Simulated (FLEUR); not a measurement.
# Collinear magnetic orders of Eu with FLEUR, part 2 of 2

Wanted: the moments of Eu and the energy of each order that was tried.

FLEUR MaX-R8.1; PBEsol with U = 6 eV on Eu f; all-electron FLAPW, Dirac cores, scalar-relativistic bands.

So far, largest spin moment in the muffin-tin sphere (μB): step 2 (start 1: ferro +) 7.02; step 3 (run 2 (antiferro q=(1/2,1/2,1/2) +-)) 6.99.

The database entry behind the starting cell differs from later determinations by our own check (about 0.5 % long), so it need not match the best structure at ambient conditions.

## 4. Order 3, typed as antiferro q=(0,0,1/2) +-

Reversing part of the moments tests the sign of the couplings between them.

The cell is doubled to 2 atoms to hold this order. The mesh is halved along the doubled vector, so that both cells sample the same points. The k list default-1 (kpts.xml, not shown) is a Γ-centred 8×8×4 mesh.

inp.xml reads:

```
<?xml version="1.0" encoding="UTF-8" standalone="no"?>
<fleurInput fleurInputVersion="0.39">
   <comment>
      Eu
   </comment>
   <calculationSetup>
      <cutoffs Kmax="3.6" Gmax="10.8" GmaxXC="10.8" numbands="0"/>
      <scfLoop itmax="130" minDistance="0.0001" maxIterBroyd="15" imix="Anderson" alpha="0.05" precondParam="0.0" spinf="2.0" sdNocoIR="T"/>
      <coreElectrons ctail="T" frcor="F" kcrel="0" coretail_lmax="0"/>
      <xcFunctional name="PBEs" relativisticCorrections="F"/>
      <magnetism jspins="2"/>
      <soc l_soc="F" theta="0.0" phi="0.0" spav="F"/>
      <expertModes spex="0" secvar="F"/>
      <geometryOptimization l_f="F" forcealpha="1.0" forcemix="BFGS" epsdisp="0.00001" epsforce="0.00001"/>
      <ldaU l_linMix="F" mixParam="0.05" spinf="1.0"/>
   </calculationSetup>
   <cell>
      <bzIntegration valenceElectrons="34.0" mode="hist" fermiSmearingEnergy="0.00110248">
         <kPointListSelection listName="default-1"/>
         <xi:include xmlns:xi="http://www.w3.org/2001/XInclude" href="kpts.xml"> </xi:include>
      </bzIntegration>
      <xi:include xmlns:xi="http://www.w3.org/2001/XInclude" href="sym.xml"> </xi:include>
      <bulkLattice scale="1.0">
         <bravaisMatrix>
            <row-1>   -4.3520392649537998     4.3520392649537998     4.3520392649537998</row-1>
            <row-2>    4.3520392649537998    -4.3520392649537998     4.3520392649537998</row-2>
            <row-3>    8.7040785299075996     8.7040785299075996    -8.7040785299075996</row-3>
         </bravaisMatrix>
      </bulkLattice>
   </cell>
   <atomSpecies>
      <species name="Europium (7.000" element="Eu" atomicNumber="63">
         <mtSphere radius="2.8" gridPoints="925" logIncrement="0.014"/>
         <atomicCutoffs lmax="10" lnonsphr="8"/>
         <electronConfig flipSpins="F">
            <coreConfig>(1s1/2) (2s1/2) (2p1/2) (2p3/2) (3s1/2) (3p1/2) (3p3/2) (4s1/2) (3d3/2) (3d5/2) (4p1/2) (4p3/2) (4d3/2) (4d5/2)</coreConfig>
            <valenceConfig>(5s1/2) (5p1/2) (5p3/2) (6s1/2) (4f5/2) (4f7/2)</valenceConfig>
            <stateOccupation state="(4f5/2)" spinUp="3.0" spinDown="0.0"/>
            <stateOccupation state="(4f7/2)" spinUp="4.0" spinDown="0.0"/>
         </electronConfig>
         <energyParameters s="6" p="6" d="5" f="4"/>
         <ldaU l="3" U="6.0" J="0.0" l_amf="F"/>
         <lo type="SCLO" l="0" n="5" eDeriv="0"/>
         <lo type="SCLO" l="1" n="5" eDeriv="0"/>
      </species>
      <species name="Europium (-7.000" element="Eu" atomicNumber="63">
         <mtSphere radius="2.8" gridPoints="925" logIncrement="0.014"/>
         <atomicCutoffs lmax="10" lnonsphr="8"/>
         <electronConfig flipSpins="F">
            <coreConfig>(1s1/2) (2s1/2) (2p1/2) (2p3/2) (3s1/2) (3p1/2) (3p3/2) (4s1/2) (3d3/2) (3d5/2) (4p1/2) (4p3/2) (4d3/2) (4d5/2)</coreConfig>
            <valenceConfig>(5s1/2) (5p1/2) (5p3/2) (6s1/2) (4f5/2) (4f7/2)</valenceConfig>
            <stateOccupation state="(4f5/2)" spinUp="0.0" spinDown="3.0"/>
            <stateOccupation state="(4f7/2)" spinUp="0.0" spinDown="4.0"/>
         </electronConfig>
         <energyParameters s="6" p="6" d="5" f="4"/>
         <ldaU l="3" U="6.0" J="0.0" l_amf="F"/>
         <lo type="SCLO" l="0" n="5" eDeriv="0"/>
         <lo type="SCLO" l="1" n="5" eDeriv="0"/>
      </species>
   </atomSpecies>
   <atomGroups>
      <atomGroup species="Europium (7.000">
         <relPos label="                   1">.0000000000 .0000000000 .0000000000</relPos>
         <force calculate="T" relaxXYZ="TTT"/>
      </atomGroup>
      <atomGroup species="Europium (-7.000">
         <relPos label="                   2">.0000000000 .0000000000 1.000/2.000</relPos>
         <force calculate="T" relaxXYZ="TTT"/>
      </atomGroup>
   </atomGroups>
   <output dos="F" band="F" slice="F">
      <bandDOS minEnergy="-.5*Htr" maxEnergy="0.5*Htr" sigma="0.015" storeEVData="T"/>
      <plotting iplot="0" polar="F">
         <plot TwoD="T" vec1="  1.0  0.0  0.0" vec2="  0.0  1.0  0.0" vec3="  0.0  0.0  1.0" zero="  0.0  0.0  0.0" file="plot"/>
      </plotting>
      <moessbauerParams electricFieldGradient="F" isomerShift="F" coreHyperfine="F" valenceHyperfine="F"/>
   </output>
</fleurInput>
```

crystal.txt reads:

```
Eu
&input film=F cartesian=F /
-2.30300000000  2.30300000000  2.30300000000
2.30300000000  -2.30300000000  2.30300000000
4.60600000000  4.60600000000  -4.60600000000
1.8897261246
1.0 1.0 1.0

2
63 0.00000000000  0.00000000000  0.00000000000 : 7.000
63 0.00000000000  0.00000000000  0.50000000000 : -7.000

&kpt div1=8 div2=8 div3=4 gamma=T /
```

The run is started by

```bash
OMP_NUM_THREADS=1 inpgen -f crystal.txt > inpgen.log  # inp.xml is then edited as shown
OMP_NUM_THREADS=1 mpirun -n 4 fleur_MPI > fleur.log
```

Output:

```text
[banner, memory and clock lines left out]
Welcome to FLEUR        (www.flapw.de)
      MaX-Release 8.1          (www.max-centre.eu)

 ========== k-point set info ==========
 Selected k-point list: default-1
 k-point list type: mesh
 0 x 0 x 0
 Number of k points: 80

 [... set-up left out ...]
 Iteration:     1   Distance:       2.72483794 me/bohr^3
 Iteration:     2   Distance:       2.58331023 me/bohr^3
 Iteration:     3   Distance:       0.48893791 me/bohr^3
 Iteration:     4   Distance:       0.12864945 me/bohr^3
 Iteration:     5   Distance:       0.12541773 me/bohr^3
[...]
[... left out ...]
            <freeEnergy value="-21697.4288263676"/>
            <extrapolationTo0K value="-21697.4287245707"/>
         </totalEnergy>
         [... left out ...]
         <ldaUDensityMatrixConvergence>
            <distance spin="1" distance="0.000000"/>
            <distance spin="2" distance="0.000000"/>
         </ldaUDensityMatrixConvergence>
         <densityConvergence units="me/bohr^3">
            <chargeDensity spin="1" distance="0.0000147671"/>
            <chargeDensity spin="2" distance="0.0000147672"/>
            <overallChargeDensity distance="0.0000136319"/>
            <spinDensity distance="0.0000262001"/>
         </densityConvergence>
      </iteration>
```

Elapsed: 79 s, on 4 MPI ranks of Intel Xeon Platinum 8259CL at 2.50GHz (Skylake/Cascade Lake), shared host; peak memory 0.37 GiB.

Spin moment in the muffin-tin sphere by atom:

```
atom  spin moment in the muffin-tin sphere (μB)
 Eu1                                       7.01
 Eu2                                      -7.01
```

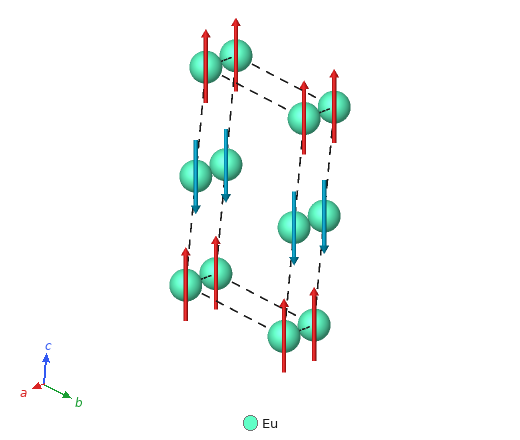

Spin moment in the muffin-tin sphere as arrows, the longest 7.01 μB. Up and down stand for the sign. Arrows give size and sign along the axis of quantisation, drawn up and down the page. The two directions have two colours. Some periodic images of atoms are drawn too.

Read from the output:

| Item | Value |
| --- | --- |
| free energy | -590417.1163 eV |
| program's band gap on this mesh (in a metal only a level spacing) | 1.39e-6 eV |
| magnetization | 0 μB |
| final state | antiferromagnetic |

It lies 2.36 meV a seeded atom over the first start, and its largest moment is 7.01 μB against 7.02 μB.

## 5. The states side by side

Free energies are divided by the number of seeded atoms, so that cells of unlike size compare. Wavevectors q in the names are fractions of the primitive cell's reciprocal vectors.

Orders:

```
                       start        final state  typed order kept  energy over the lowest (meV a seeded atom)  largest sphere moment (μB)  net moment (μB a primitive cell)  mesh matched  CPU time (s)
                     ferro +      ferromagnetic               yes                                           0                        7.02                             7.284           yes         70.99
antiferro q=(1/2,1/2,1/2) +-  antiferromagnetic               yes                                       13.64                       6.985                                 0           yes         150.4
    antiferro q=(0,0,1/2) +-  antiferromagnetic               yes                                       2.364                       7.013                                 0           yes         313.9
```

## 6. Spin–orbit coupling, moments along [001]

Spin–orbit coupling ties the spins to the lattice and lets orbital moments form.

A new self-consistent run of the start ferro +, with the moments along z. Here n_mmp_mat seeds f states of whole m by Hund's three rules. The k list default-1 (kpts.xml, not shown) is a Γ-centred 8×8×8 mesh.

inp.xml reads:

```
<?xml version="1.0" encoding="UTF-8" standalone="no"?>
<fleurInput fleurInputVersion="0.39">
   <comment>
      Eu
   </comment>
   <calculationSetup>
      <cutoffs Kmax="3.6" Gmax="10.8" GmaxXC="10.8" numbands="37"/>
      <scfLoop itmax="130" minDistance="0.0001" maxIterBroyd="15" imix="Anderson" alpha="0.05" precondParam="0.0" spinf="2.0" sdNocoIR="T"/>
      <coreElectrons ctail="T" frcor="F" kcrel="0" coretail_lmax="0"/>
      <xcFunctional name="PBEs" relativisticCorrections="F"/>
      <magnetism jspins="2"/>
      <soc l_soc="T" theta="0.0" phi="0.0" spav="F"/>
      <expertModes spex="0" secvar="F"/>
      <geometryOptimization l_f="F" forcealpha="1.0" forcemix="BFGS" epsdisp="0.00001" epsforce="0.00001"/>
      <ldaU l_linMix="F" mixParam="0.05" spinf="1.0"/>
   </calculationSetup>
   <cell>
      <bzIntegration valenceElectrons="17.0" mode="hist" fermiSmearingEnergy="0.00110248">
         <kPointListSelection listName="default-1"/>
         <xi:include xmlns:xi="http://www.w3.org/2001/XInclude" href="kpts.xml"> </xi:include>
      </bzIntegration>
      <xi:include xmlns:xi="http://www.w3.org/2001/XInclude" href="sym.xml"> </xi:include>
      <bulkLattice scale="1.0">
         <bravaisMatrix>
            <row-1>   -4.3520392649537998     4.3520392649537998     4.3520392649537998</row-1>
            <row-2>    4.3520392649537998    -4.3520392649537998     4.3520392649537998</row-2>
            <row-3>    4.3520392649537998     4.3520392649537998    -4.3520392649537998</row-3>
         </bravaisMatrix>
      </bulkLattice>
   </cell>
   <atomSpecies>
      <species name="Europium (7.000" element="Eu" atomicNumber="63">
         <mtSphere radius="2.8" gridPoints="925" logIncrement="0.014"/>
         <atomicCutoffs lmax="10" lnonsphr="8"/>
         <electronConfig flipSpins="F">
            <coreConfig>(1s1/2) (2s1/2) (2p1/2) (2p3/2) (3s1/2) (3p1/2) (3p3/2) (4s1/2) (3d3/2) (3d5/2) (4p1/2) (4p3/2) (4d3/2) (4d5/2)</coreConfig>
            <valenceConfig>(5s1/2) (5p1/2) (5p3/2) (6s1/2) (4f5/2) (4f7/2)</valenceConfig>
            <stateOccupation state="(4f5/2)" spinUp="3.0" spinDown="0.0"/>
            <stateOccupation state="(4f7/2)" spinUp="4.0" spinDown="0.0"/>
         </electronConfig>
         <energyParameters s="6" p="6" d="5" f="4"/>
         <ldaU l="3" U="6.0" J="0.0" l_amf="F"/>
         <lo type="SCLO" l="0" n="5" eDeriv="0"/>
         <lo type="SCLO" l="1" n="5" eDeriv="0"/>
      </species>
   </atomSpecies>
   <atomGroups>
      <atomGroup species="Europium (7.000">
         <relPos label="                   1">.0000000000 .0000000000 .0000000000</relPos>
         <force calculate="T" relaxXYZ="TTT"/>
      </atomGroup>
   </atomGroups>
   <output dos="F" band="F" slice="F">
      <bandDOS minEnergy="-.5*Htr" maxEnergy="0.5*Htr" sigma="0.015" storeEVData="T"/>
      <plotting iplot="0" polar="F">
         <plot TwoD="T" vec1="  1.0  0.0  0.0" vec2="  0.0  1.0  0.0" vec3="  0.0  0.0  1.0" zero="  0.0  0.0  0.0" file="plot"/>
      </plotting>
      <moessbauerParams electricFieldGradient="F" isomerShift="F" coreHyperfine="F" valenceHyperfine="F"/>
   </output>
</fleurInput>
```

crystal.txt reads:

```
Eu
&input film=F cartesian=F /
-2.30300000000  2.30300000000  2.30300000000
2.30300000000  -2.30300000000  2.30300000000
2.30300000000  2.30300000000  -2.30300000000
1.8897261246
1.0 1.0 1.0

1
63 0.00000000000  0.00000000000  0.00000000000 : 7.000

&soc 0.0000000 0.0000000 /
&kpt div1=8 div2=8 div3=8 gamma=T /
```

Output:

```text
[banner, memory and clock lines left out]
Welcome to FLEUR        (www.flapw.de)
      MaX-Release 8.1          (www.max-centre.eu)

 ========== k-point set info ==========
 Selected k-point list: default-1
 k-point list type: mesh
 0 x 0 x 0
 Number of k points: 80

 [... set-up left out ...]
 Iteration:     1   Distance:       2.76683352 me/bohr^3
 Iteration:     2   Distance:       2.61961908 me/bohr^3
 Iteration:     3   Distance:       0.68031543 me/bohr^3
 Iteration:     4   Distance:       0.14429955 me/bohr^3
 Iteration:     5   Distance:       0.14353587 me/bohr^3
 Iteration:     6   Distance:       0.05358000 me/bohr^3
 Iteration:     7   Distance:       0.06933963 me/bohr^3
 Iteration:     8   Distance:       0.01973408 me/bohr^3
 Iteration:     9   Distance:       0.01690125 me/bohr^3
 Iteration:    10   Distance:       0.00707804 me/bohr^3
 Iteration:    11   Distance:       0.00608272 me/bohr^3
 Iteration:    12   Distance:       0.00089823 me/bohr^3
 Iteration:    13   Distance:       0.00111115 me/bohr^3
 Iteration:    14   Distance:       0.00019581 me/bohr^3
 Iteration:    15   Distance:       0.00018186 me/bohr^3
 Iteration:    16   Distance:       0.00017715 me/bohr^3
 Iteration:    17   Distance:       0.00014368 me/bohr^3
 Iteration:    18   Distance:       0.00007092 me/bohr^3

 ********************************************************************
 Run finished successfully
 Stop message:
   all done
 ********************************************************************

--- out.xml (last complete iteration) ---
<iteration numberForCurrentRun="   18" overallNumber="   18">
         [... left out ...]
         <bandgap value="0.0000000000" units="eV"/>
         <sumValenceSingleParticleEnergies value="-4.6924701707" units="Htr"/>
         <FermiEnergy value="0.1827293722" units="Htr"/>
         [... left out ...]
         <magneticMomentsInMTSpheres units="muBohr">
            <globalMagMoment atomType="1" vec="0.00000   0.00000   7.01674"/>
         </magneticMomentsInMTSpheres>
         <orbitalMomentsInMTSpheres units="muBohr">
            <globalMagMoment atomType="1" vec="0.00000   0.00000  -0.01024"/>
         </orbitalMomentsInMTSpheres>
         [... left out ...]
         <totalEnergy value="   -10848.7234508464" units="Htr">
            <sumOfEigenvalues value="    -6679.3596754128">
               <coreElectrons value="-6674.6672052421"/>
               <valenceElectrons value="-4.6924701707"/>
            </sumOfEigenvalues>
         [... left out ...]
            <freeEnergy value="-10848.7236340329"/>
            <extrapolationTo0K value="-10848.7235424397"/>
         </totalEnergy>
         [... left out ...]
         <ldaUDensityMatrixConvergence>
            <distance spin="1" distance="0.000001"/>
            <distance spin="2" distance="0.000000"/>
         </ldaUDensityMatrixConvergence>
         <densityConvergence units="me/bohr^3">
            <chargeDensity spin="1" distance="0.0000443922"/>
            <chargeDensity spin="2" distance="0.0000368778"/>
            <overallChargeDensity distance="0.0000403937"/>
            <spinDensity distance="0.0000709199"/>
         </densityConvergence>
      </iteration>
```

Wall time 47 s (4 MPI ranks); peak memory 0.31 GiB; 3.1 min of CPU time.

Spin moment in the muffin-tin sphere by atom:

```
atom  spin moment in the muffin-tin sphere (μB)
 Eu1                                       7.02
```

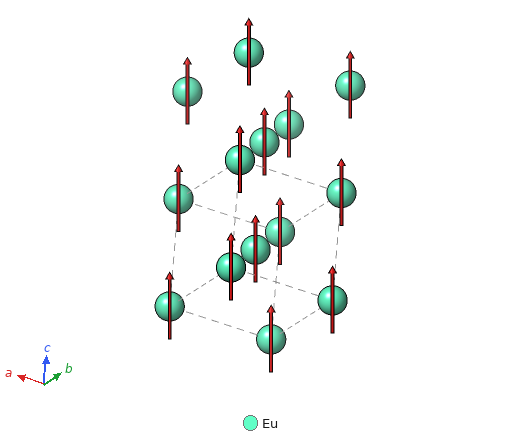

Spin moment in the muffin-tin sphere as arrows, the longest 7.02 μB. Up and down stand for the sign. Arrows give size and sign along the axis of quantisation, drawn up and down the page. 1×1×2 conventional cells are drawn. Some periodic images of atoms are drawn too.

This step gave:

```
free energy                                                       : -295208.8091 eV
program's band gap on this mesh (in a metal only a level spacing) : 0 eV
magnetization                                                     : 7.288 μB
final state                                                       : ferromagnetic
orbital moment along the spin                                     : -0.01024 μB
```

Orbital moment in the sphere, along the spin axis by atom:

```
atom  orbital moment in the sphere, along the spin axis (μB)
 Eu1                                                 -0.0102
```

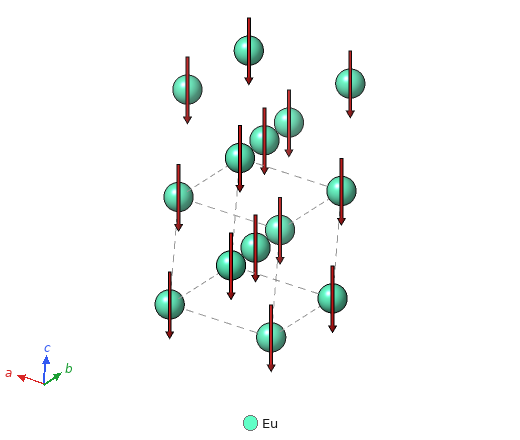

Orbital moment in the sphere, along the spin axis as arrows, the longest 0.0102 μB. Up and down stand for the sign. Arrows give size and sign along the axis of quantisation, drawn up and down the page. 1×1×2 conventional cells are drawn. Some periodic images of atoms are drawn too.

## 7. Outcome

| Quantity | Value |
| --- | --- |
| lowest state found | ferromagnetic (typed ferro +) |
| largest site spin moment | 7.02 μB |
| next finished state | antiferromagnetic, 2.36 meV a seeded atom higher |
| orbital moment on the atom of largest spin, along its spin (spin–orbit run) | -0.0102 μB |
| spin plus orbital moment | Eu 7.01 μB |

The lowest state found is ferromagnetic, reached from the start ferro +, with moments up to 7.02 μB. The two lowest states lie so close that the mesh, the functional or spin–orbit coupling could swap them. The shell is near half filling, where Hund's rules give no orbital moment. Only 3 starts were tried; other patterns of signs, canted and longer-period orders were not. The f shell is half filled, so the spin-only picture is fair.

[Logs and program files are shortened in this print: banners, set-up blocks, solver, clock and traceback lines can be left out without a mark of their own.]

[Logs are printed without paths, hosts, clocks, repeated set-up lines and the standing remarks that a program may print on its own settings, such as how far it seeks lower states.]

[Hosts, paths, dates, database ids (printed as entryN), source tags and the programs' standing remarks are cut or masked in the printed files.]

[Where a cell is said to come from a database of computed structures, the database is the Materials Project.]
